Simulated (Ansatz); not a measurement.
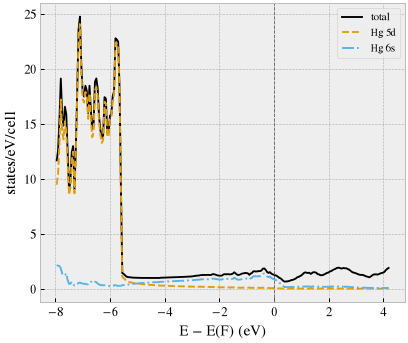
*Total and projected density of states of Hg (dhcp (α-La type), P6_3/mmc), DFT-LDA in the program Ansatz with PAW potentials*

Question: Which orbitals carry the states next to the Fermi level?

Answer: Within 0.5 eV of the Fermi level: Hg 6s 65 %, outside the projected shells 31 %. Projections are on Löwdin-orthogonalised atomic valence shells; empty p or d shells of many metals are not among them.

Question: Where is the tallest occupied peak in this window, and what makes it?

Answer: Near -7.1 eV, about 25 states/eV per cell; the largest projected share is Hg 5d.

The first step of the workflow began from a Materials Project structure, measured or hypothetical; the Crystallography Open Database copy checked does not list it. It is not the usual solid phase (space group No. 166). The LDA relaxation kept the symmetry of its start; its stability against distortions is not shown here. The substance is a gas or liquid at ambient conditions. Spin–orbit coupling is left out wherever it is not named.

Potentials: the later of the program's two PAW sets.
